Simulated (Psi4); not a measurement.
**A workflow on C2H2FSi (SMILES C#C[SiH]F)**

We compute a geometry optimisation (doublet C2H2FSi, U-wB97X-D/def2-SVPD), then the energy (singlet C2H2FSi+, wB97X-D/def2-SVPD), then a structure relaxation (singlet C2H2FSi+, wB97X-D/def2-SVPD), then a single-point energy (singlet C2H2FSi−, wB97X-D/def2-SVPD), then a geometry optimisation (singlet C2H2FSi−, wB97X-D/def2-SVPD) of C2H2FSi. 

Program for the calculation: Psi4 1.11.

**1. Starting point**

C2H2FSi: 6 atoms, total charge 0, spin state doublet. SMILES: `C#C[SiH]F`. The coordinates come from a PBE0-D4/def2-TZVP relaxation. The run starts from this shape.

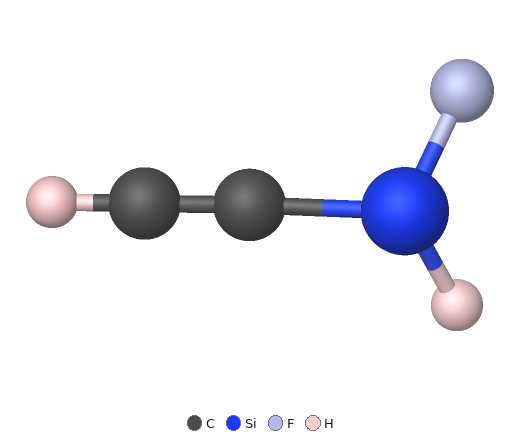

Viewed from a chosen angle; carbon dark grey, silicon blue, fluorine light blue, hydrogen pink.

**2. A geometry optimisation at U-wB97X-D/def2-SVPD (density fitting) (run 1)**

The input, calc.inp:

```
memory 1600 mb

molecule m {
  0 2
  C      0.118100    -0.680000    -1.605700
  C      0.120400    -0.213700    -0.490100
  Si     0.338300     0.466700     1.168800
  F     -0.478000    -0.412300     2.226800
  H      0.100300    -1.089200    -2.590300
  H     -0.157100     1.864400     1.244300
  symmetry c1
}

set basis def2-SVPD
set reference uks

e_tot, wfn = optimize('wb97x-d', return_wfn=True)
```

The run is started by

```sh
$ psi4 -i calc.inp -o calc.out -n 1
```

calc.out:

```text
[...]
  Running in c1 symmetry.
[...]
  Nuclear repulsion =  130.576000701221830
[...]
  Multiplicity = 2
[...]
  Nalpha       = 19
  Nbeta        = 18
[...]
    Number of basis functions: 103
[...]
   @DF-UKS iter   1:  -466.23166282102812   -7.15973e-01   5.45370e-03 DIIS/ADIIS
[...]
   @DF-UKS iter   8:  -466.40774125129781   -1.31877e-11   9.84266e-09 DIIS
[...]
   @S^2 Observed:                7.546581552E-01
[...]
    Orbital Energies [Eh]
    ---------------------
    Alpha Occupied:
       1A    -66.340590     2A    -24.819188     3A    -10.336725
       4A    -10.313970     5A     -5.463451     6A     -3.813932
       7A     -3.812319     8A     -3.809135     9A     -1.270119
      10A     -0.861818    11A     -0.690530    12A     -0.634043
      13A     -0.565349    14A     -0.545495    15A     -0.534800
      16A     -0.470644    17A     -0.409527    18A     -0.396852
      19A     -0.305533
    Alpha Virtual:
      20A      0.026841    21A      0.056885    22A      0.082272
      23A      0.109510    24A      0.110752    25A      0.124536
[...]
  @DF-UKS Final Energy:  -466.40774125129781
   => Energetics <=
    Nuclear Repulsion Energy =            128.8036905053700707
    One-Electron Energy =                -899.1844157146222187
    Two-Electron Energy =                 334.4370702793211763
    DFT Exchange-Correlation Energy =     -30.4630261256388977
    Empirical Dispersion Energy =          -0.0010601957278492
    VV10 Nonlocal Energy =                  0.0000000000000000
    Total Energy =                       -466.4077412512978071
[...]
 Multipole Moments:
 ------------------------------------------------------------------------------------
     Multipole            Electronic (a.u.)      Nuclear  (a.u.)        Total (a.u.)
 ------------------------------------------------------------------------------------
 L = 1.  Multiply by 2.5417464519 to convert [e a0] to [Debye]
 Dipole X            :         -0.0864629            0.3617615            0.2752986
 Dipole Y            :         -0.9865094            1.1961266            0.2096171
 Dipole Z            :          3.3034515           -4.0099192           -0.7064677
 Magnitude           :                                                    0.7866544
[...]
  -Total Gradient:
     Atom            X                  Y                   Z
    ------   -----------------  -----------------  -----------------
       1        0.000043409502    -0.000119125041    -0.000097265012
       2       -0.000032843768     0.000315069716    -0.000232769761
       3        0.000168943371     0.000096633534    -0.000206516129
       4        0.000274186736     0.000180945792    -0.000114888752
       5       -0.000027305528    -0.000014198796    -0.000121252614
       6        0.000028868144     0.000141755168    -0.000256311707
[...]
    Final optimized geometry and variables:
    Molecular point group: c1
    Full point group: C1
    Geometry (in Angstrom), charge = 0, multiplicity = 2:
    C            0.074177835092    -0.620432628759    -2.286698538074
    C            0.084592420069    -0.148910479632    -1.164846734639
    SI           0.305747698371     0.542311192521     0.503140108210
    F           -0.541703411492    -0.360437074069     1.582250711398
    H            0.044231281029    -1.035872767745    -3.277617260043
    H           -0.210553951988     1.936471311671     0.580713130642
    Psi4 run time: 0:00:39.38
[...]
```

On the terminal:

```text
Optimizer: Optimization complete!
```

Wall time 41 s (1 thread of Intel Xeon 6975P-C (Granite Rapids), shared host); peak memory 0.7 GiB.

Step by step:

```
step  energy from the first frame kept (eV)  largest force (eV/Å)
   0                                 0.0000                1.4275
   1                                -0.0334                0.4443
   2                                -0.0366                0.0744
   3                                -0.0367                0.0243
   4                                -0.0367                0.0202
```

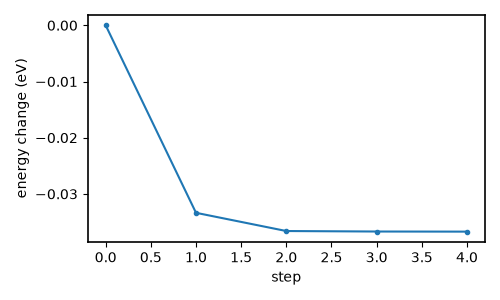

Energy along the run.

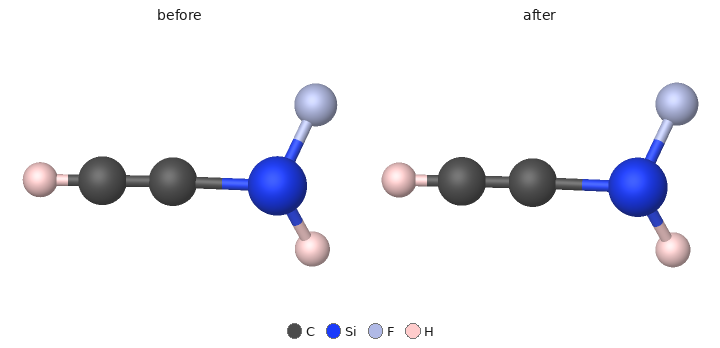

Before and after, at one scale.

After the run. Bond lengths: C1–C2 1.217 Å, C2–Si3 1.819 Å, Si3–F4 1.642 Å, C1–H5 1.075 Å, Si3–H6 1.489 Å. Angles: C1–C2–Si3 173.5°, C2–Si3–F4 109.3°, C2–C1–H5 178.9°, C2–Si3–H6 111.2°, F4–Si3–H6 107.6°.

**3. The singlet cation: a single-point energy at wB97X-D/def2-SVPD (density fitting) (run 2)**

The input, calc.inp:

```
memory 1600 MB

molecule {
  1 1
  C      0.117856    -0.685089    -1.622247
  C      0.128271    -0.213567    -0.500396
  Si     0.349426     0.477655     1.167591
  F     -0.498025    -0.425094     2.246702
  H      0.087909    -1.100529    -2.613166
  H     -0.166876     1.871815     1.245164
  units angstrom
  symmetry c1
}

set {
  basis     def2-SVPD
  reference rks
}

energy_value, wavefunction = energy('wb97x-d', return_wfn=True)
```

The run is started by

```sh
$ psi4 calc.inp calc.out -n 1
```

calc.out:

```text
[...]
  Running in c1 symmetry.
[...]
  Nuclear repulsion =  128.803682851146334
[...]
  Multiplicity = 1
[...]
  Nalpha       = 18
  Nbeta        = 18
[...]
    Number of basis functions: 103
[...]
   @DF-RKS iter   1:  -465.93640573969685   -4.83739e-01   4.99572e-03 DIIS/ADIIS
[...]
   @DF-RKS iter  10:  -466.08278439962976   -5.62169e-08   3.03570e-07 DIIS
[...]
    Orbital Energies [Eh]
    ---------------------
    Doubly Occupied:
       1A    -66.650720     2A    -25.061787     3A    -10.572013
       4A    -10.536636     5A     -5.766278     6A     -4.119038
       7A     -4.113785     8A     -4.110146     9A     -1.503651
      10A     -1.081993    11A     -0.919882    12A     -0.845191
      13A     -0.792803    14A     -0.777434    15A     -0.761006
      16A     -0.706173    17A     -0.616065    18A     -0.611058
[...]
  @DF-RKS Final Energy:  -466.08278439962976
   => Energetics <=
    Nuclear Repulsion Energy =            128.8036828511463341
    One-Electron Energy =                -889.9278292611421648
    Two-Electron Energy =                 325.3238854097740500
    DFT Exchange-Correlation Energy =     -30.2814632035715974
    Empirical Dispersion Energy =          -0.0010601958364314
    VV10 Nonlocal Energy =                  0.0000000000000000
    Total Energy =                       -466.0827843996297588
[...]
 Multipole Moments:
 ------------------------------------------------------------------------------------
     Multipole            Electronic (a.u.)      Nuclear  (a.u.)        Total (a.u.)
 ------------------------------------------------------------------------------------
 L = 1.  Multiply by 2.5417464519 to convert [e a0] to [Debye]
 Dipole X            :          0.7132924            0.3617605            1.0750528
 Dipole Y            :         -0.4119395            1.1961274            0.7841879
 Dipole Z            :          3.1863295           -4.0099194           -0.8235899
 Magnitude           :                                                    1.5649248
[...]
```

It took 5.7 s on 1 thread of Intel Xeon 6975P-C (Granite Rapids), shared host; peak memory 0.64 GiB.

**4. The singlet cation: a geometry optimisation at wB97X-D/def2-SVPD (density fitting) (run 3)**

Edit calc.inp of step 3 so:

```diff
@@ -10,3 +10,2 @@
   H     -0.166876     1.871815     1.245164
-  units angstrom
   symmetry c1
@@ -15,6 +14,6 @@
 set {
-  basis     def2-SVPD
-  reference rks
+  basis def2-SVPD
+  geom_maxiter 50
 }
 
-energy_value, wavefunction = energy('wb97x-d', return_wfn=True)
+result, w = opt('wb97x-d', return_wfn=True)
```

The run is started by

```sh
$ psi4 -n 1 calc.inp calc.out
```

calc.out:

```text
Psi4 1.11 release

gradient() will perform analytic gradient computation.

   => Loading Basis Set <=

    Name: DEF2-SVPD
    Role: ORBITAL
    Keyword: BASIS

   => WB97X-D: Empirical Dispersion <=

    Chai and Head-Gordon Dispersion Correction

        s6 =       1.000000

         ---------------------------------------------------------
                                   SCF
                              RKS Reference
                        1 Threads,   1525 MiB Core
         ---------------------------------------------------------

  ==> Geometry <==

    Molecular point group: c1
    Full point group: C1

    Geometry (in Angstrom), charge = 1, multiplicity = 1:

[... 147 lines left out ...]
   @DF-RKS iter   2:  -465.92036603825011    1.60397e-02   5.97860e-03 ADIIS/DIIS
[... 6 lines left out ...]
   @DF-RKS iter   9:  -466.08278434341281   -3.68531e-07   1.04740e-06 DIIS
[... 33 lines left out ...]
    Final Occupation by Irrep:
[... 14 lines left out ...]
    VV10 Nonlocal Energy =                  0.0000000000000000
[... 173 lines left out ...]
	Measures of convergence in internal coordinates in au.
[... 103 lines left out ...]
   @DF-RKS iter   2:  -466.11474970633566    2.13447e-10   4.69348e-07 DIIS
[... 41 lines left out ...]
    Nuclear Repulsion Energy =            133.3203714522539656
[... 20 lines left out ...]
 Dipole X            :         -0.9962222            1.9933224            0.9971001
[... 104 lines left out ...]
	  Convergence Criteria     1.00e-06 *    3.00e-04 *             o    1.20e-03 *             o
[... 18 lines left out ...]
    Geometry (in Angstrom), charge = 1, multiplicity = 1:

    C            0.313882677107    -0.494860687157    -2.249324271354
    C           -0.122655990913    -0.164511539465    -1.163840411048
    SI           0.194911343275     0.434004361194     0.429437611099
    F           -0.493987111437    -0.254057614694     1.645243379060
    H            0.729627728972    -1.088127517320    -3.046692277106
    H            0.894886132072     1.680539455962     0.751288560874

PsiException: Could not converge geometry optimization in 50 iterations.

psi4.driver.p4util.exceptions.OptimizationConvergenceError: Could not converge geometry optimization in 50 iterations.

Printing out the relevant lines from the Psithon --> Python processed input file:
      symmetry c1
    """)
    core.IO.set_default_namespace("")
    core.set_global_option("BASIS", "def2-SVPD")
    core.set_global_option("GEOM_MAXITER", 50)
--> result, w = opt('wb97x-d', return_wfn=True)

!-------------------------------------------------------------!
!                                                             !
!  Could not converge geometry optimization in 50 iterations. !
!                                                             !
!-------------------------------------------------------------!

    Psi4 run time: 0:03:05.09

[set-up sections that repeat, and orbital energies of the middle runs, are left out above]
```

Wall time 3.1 min (1 thread of Intel Xeon 6975P-C (Granite Rapids), shared host); peak memory 0.69 GiB.

The run stopped without converging.

**5. The singlet anion: a single-point energy at wB97X-D/def2-SVPD (density fitting) (run 4)**

The input, c2h2fsi.in:

```
memory 1600 mb

molecule mol {
  -1 1
  C      0.117856    -0.685089    -1.622247
  C      0.128271    -0.213567    -0.500396
  Si     0.349426     0.477655     1.167591
  F     -0.498025    -0.425094     2.246702
  H      0.087909    -1.100529    -2.613166
  H     -0.166876     1.871815     1.245164
  symmetry c1
}

set globals {
  basis def2-SVPD
}

e_tot, wfn = energy("wb97x-d", return_wfn=True)
```

The run is started by

```sh
$ psi4 -n 1 c2h2fsi.in c2h2fsi.out
```

c2h2fsi.out:

```text
[...]
  Running in c1 symmetry.
[...]
  Nuclear repulsion =  128.803682851146334
[...]
  Multiplicity = 1
[...]
  Nalpha       = 19
  Nbeta        = 19
[...]
    Number of basis functions: 103
[...]
   @DF-RKS iter   1:  -466.22019853318534   -7.67532e-01   6.12151e-03 ADIIS/DIIS
[...]
   @DF-RKS iter  10:  -466.44958606811190   -1.28021e-07   5.97519e-07 DIIS
[...]
    Orbital Energies [Eh]
    ---------------------
    Doubly Occupied:
       1A    -66.065822     2A    -24.601048     3A    -10.122925
       4A    -10.117746     5A     -5.191794     6A     -3.542698
       7A     -3.539381     8A     -3.535918     9A     -1.054307
      10A     -0.660063    11A     -0.475980    12A     -0.427605
      13A     -0.349526    14A     -0.330209    15A     -0.318067
      16A     -0.247002    17A     -0.204933    18A     -0.199257
      19A     -0.032880
[...]
  @DF-RKS Final Energy:  -466.44958606811190
   => Energetics <=
    Nuclear Repulsion Energy =            128.8036828511463341
    One-Electron Energy =                -907.5455711358119970
    Two-Electron Energy =                 342.8839774633112825
    DFT Exchange-Correlation Energy =     -30.5906150509210235
    Empirical Dispersion Energy =          -0.0010601958364314
    VV10 Nonlocal Energy =                  0.0000000000000000
    Total Energy =                       -466.4495860681118984
[...]
 Multipole Moments:
 ------------------------------------------------------------------------------------
     Multipole            Electronic (a.u.)      Nuclear  (a.u.)        Total (a.u.)
 ------------------------------------------------------------------------------------
 L = 1.  Multiply by 2.5417464519 to convert [e a0] to [Debye]
 Dipole X            :         -1.1596396            0.3617605           -0.7978791
 Dipole Y            :         -1.6644047            1.1961274           -0.4682773
 Dipole Z            :          3.3250434           -4.0099194           -0.6848760
 Magnitude           :                                                    1.1510647
[...]
```

It took 5.7 s on 1 thread of Intel Xeon 6975P-C (Granite Rapids), shared host; peak memory 0.64 GiB.

**6. The singlet anion: a structure relaxation at wB97X-D/def2-SVPD (density fitting) (run 5)**

The input, job.py:

```python
import psi4

psi4.set_memory('1600 MB')
psi4.set_num_threads(1)
psi4.core.set_output_file('run.log', False)

m = psi4.geometry("""
-1 1
C      0.117856    -0.685089    -1.622247
C      0.128271    -0.213567    -0.500396
Si     0.349426     0.477655     1.167591
F     -0.498025    -0.425094     2.246702
H      0.087909    -1.100529    -2.613166
H     -0.166876     1.871815     1.245164
symmetry c1
""")

psi4.set_options({
    'geom_maxiter': 50,
})

E = psi4.optimize("wb97x-d/def2-SVPD")
print(f'total energy {E:.8f} hartree = {E * 27.211386:.5f} eV')
print(m.to_string(dtype='xyz', units='Angstrom'))
```

The run is started by

```sh
$ python job.py
```

run.log (excerpt; [...] marks lines left out):

```text
[...]
  Running in c1 symmetry.
[...]
  Nuclear repulsion =  128.803682851146334
[...]
  Multiplicity = 1
[...]
  Nalpha       = 19
  Nbeta        = 19
[...]
    Number of basis functions: 103
[...]
   @DF-RKS iter   1:  -466.22019853318534   -7.67532e-01   6.12151e-03 DIIS/ADIIS
[...]
   @DF-RKS iter   8:  -466.47343068063896   -1.70530e-11   8.60684e-09 DIIS
[...]
  @DF-RKS Final Energy:  -466.47343068063896
   => Energetics <=
    Nuclear Repulsion Energy =            125.2350858854539837
    One-Electron Energy =                -900.7018789521580402
    Two-Electron Energy =                 339.5438904726056535
    DFT Exchange-Correlation Energy =     -30.5494594064904454
    Empirical Dispersion Energy =          -0.0010686800500588
    VV10 Nonlocal Energy =                  0.0000000000000000
    Total Energy =                       -466.4734306806389554
[...]
 Multipole Moments:
 ------------------------------------------------------------------------------------
     Multipole            Electronic (a.u.)      Nuclear  (a.u.)        Total (a.u.)
 ------------------------------------------------------------------------------------
 L = 1.  Multiply by 2.5417464519 to convert [e a0] to [Debye]
 Dipole X            :         -0.5986245            0.2237367           -0.3748878
 Dipole Y            :         -1.5227343            1.0999455           -0.4227888
 Dipole Z            :          3.3024030           -4.0900798           -0.7876768
 Magnitude           :                                                    0.9693947
[...]
  -Total Gradient:
     Atom            X                  Y                   Z
    ------   -----------------  -----------------  -----------------
       1        0.000074249260     0.000094201459     0.000002643098
       2        0.000029303873    -0.000164713600     0.000101603125
       3        0.000008927179    -0.000207584497     0.000220196059
       4        0.000007859098    -0.000041118386     0.000010487913
       5       -0.000003284361    -0.000047647018     0.000085576491
       6        0.000175647444    -0.000062781249     0.000128775055
[...]
    Final optimized geometry and variables:
    Molecular point group: c1
    Full point group: C1
    Geometry (in Angstrom), charge = -1, multiplicity = 1:
    C           -0.010363525689    -0.603707280921    -2.293857891098
[...]
```

The script printed:

```text
Some dependencies such as QCElemental have not yet finished migration to pydantic v2. If issues are encountered please downgrade pydantic or upgrade QCElemental as appropriate
	Previous geometry is closer to target in internal coordinates, so using that one.

	Best geometry has RMS(Delta(q)) = 2.62e-04

Optimizer: Optimization complete!
total energy -466.47343068 hartree = -12693.38858 eV
6
-1 1 C2FH2Si
C                    -0.010363525689    -0.603707280921    -2.293857891098
C                     0.072332820146    -0.133619438209    -1.166210072988
Si                    0.471878921534     0.536743228619     0.585371913851
F                    -0.708296457746    -0.366690816649     1.476806050019
H                    -0.101785213990    -1.015613752512    -3.280312874626
H                    -0.383270997036     1.807452315518     0.389882394638
```

Run time: 52 s. Hardware: 1 thread of Intel Xeon 6975P-C (Granite Rapids), shared host; peak memory 0.71 GiB.

The path in brief:

```
step  energy from the first frame kept (eV)  largest force (eV/Å)
   0                                 0.0000                3.8757
   1                                -0.5691                1.4551
   2                                -0.6430                0.4723
   3                                -0.6482                0.0925
   4                                -0.6485                0.0358
   5                                -0.6486                0.0363
   6                                -0.6487                0.0351
   7                                -0.6487                0.0312
   8                                -0.6488                0.0245
   9                                -0.6488                0.0163
  10                                -0.6488                0.0156
```

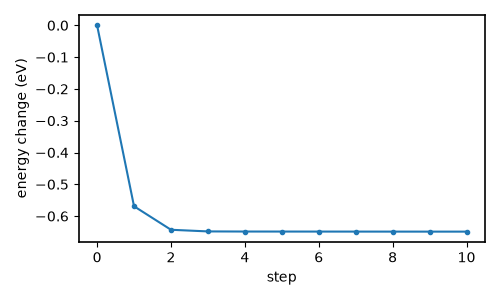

Energy along the run.

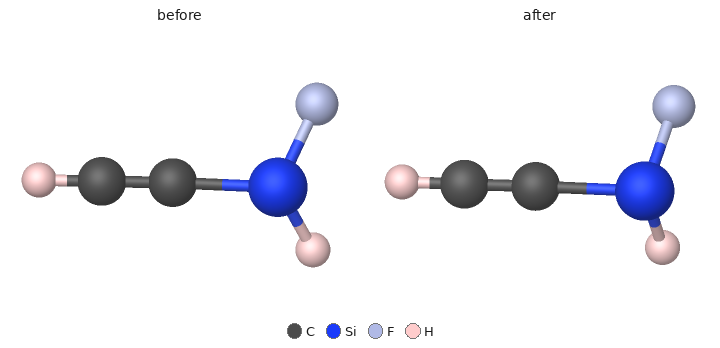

Before and after, at one scale.

After the run. Bond lengths: C1–C2 1.225 Å, C2–Si3 1.918 Å, Si3–F4 1.733 Å, C1–H5 1.073 Å, Si3–H6 1.544 Å. Angles: C1–C2–Si3 171.7°, C2–Si3–F4 98.4°, C2–C1–H5 179.0°, C2–Si3–H6 93.2°, F4–Si3–H6 96.7°.

**7. What came out**

```
                                                                   quantity                      value
                        run 1, U-wB97X-D/def2-SVPD: total energy at the end              -466.40774 Eh
                                  run 1, U-wB97X-D/def2-SVPD: dipole moment                     2.00 D
             run 1, U-wB97X-D/def2-SVPD: HOMO energy (highest over α and β)                   -8.31 eV
              run 1, U-wB97X-D/def2-SVPD: LUMO energy (lowest over α and β)                   -1.61 eV
                              run 1, U-wB97X-D/def2-SVPD: dispersion energy               -2.78 kJ/mol
                                           run 1, U-wB97X-D/def2-SVPD: ⟨S²⟩                      0.755
                                        singlet cation, run 2: total energy              -466.08278 Eh
                                         singlet cation, run 2: HOMO energy                  -16.63 eV
                                         singlet cation, run 2: LUMO energy                   -9.19 eV
                                       singlet cation, run 2: HOMO–LUMO gap                    7.44 eV
                                   singlet cation, run 2: dispersion energy               -2.78 kJ/mol
                                         singlet anion, run 4: total energy              -466.44959 Eh
                                          singlet anion, run 4: HOMO energy                   -0.89 eV
                                          singlet anion, run 4: LUMO energy                    5.99 eV
singlet anion, run 4: HOMO–LUMO gap (to an unbound level, set by the basis)                    6.89 eV
                                    singlet anion, run 4: dispersion energy               -2.78 kJ/mol
                              singlet anion, run 5: total energy at the end              -466.47343 Eh
                                          singlet anion, run 5: HOMO energy                   -2.10 eV
                                          singlet anion, run 5: LUMO energy                    5.98 eV
singlet anion, run 5: HOMO–LUMO gap (to an unbound level, set by the basis)                    8.08 eV
                                    singlet anion, run 5: dispersion energy               -2.81 kJ/mol
                                                      singlet cation, run 3  no result (not converged)
     adiabatic electron affinity (to the singlet anion, no zero-point term)                   1.788 eV
```

**Reading.** The adiabatic electron affinity (to the singlet anion, no zero-point term) is 1.79 eV (41 kcal/mol). The optimisation (run 1, U-wB97X-D/def2-SVPD) took 5 steps and changed the energy by -0.037 eV. The optimisation (singlet anion, run 5) took 11 steps and changed the energy by -0.649 eV. 1 of the 5 runs did not end normally.
